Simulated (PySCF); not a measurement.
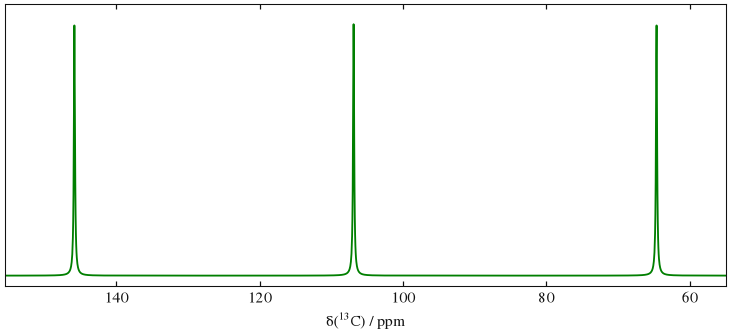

GIAO shifts, PBE0/pcSseg-1, PySCF, at a PBE0-D3(BJ)/def2-SVP geometry (no frequency check), against TMS for ¹³C computed at the same level. Gas phase, fully decoupled, line heights follow the number of nuclei, widths are arbitrary (no quadrupolar broadening); values of one conformer, averaged over methyl-type rotors and exact or near symmetry.

Which molecule was computed?
A. C₃H₅FO, SMILES C[C@@]1(F)CO1
B. C₆H₁₀O₂S, SMILES O=S1(=O)[C@H]2CC[C@@H]1CC2
C. C₆H₆O₂S, SMILES c1scc2c1OCCO2
D. C₄H₂Cl₂, SMILES Cl/C=C1C=C/1Cl

Option C. Its ¹³C signals: 145.8 (2 C), 106.9 (2 C), 64.6 (2 C) ppm.
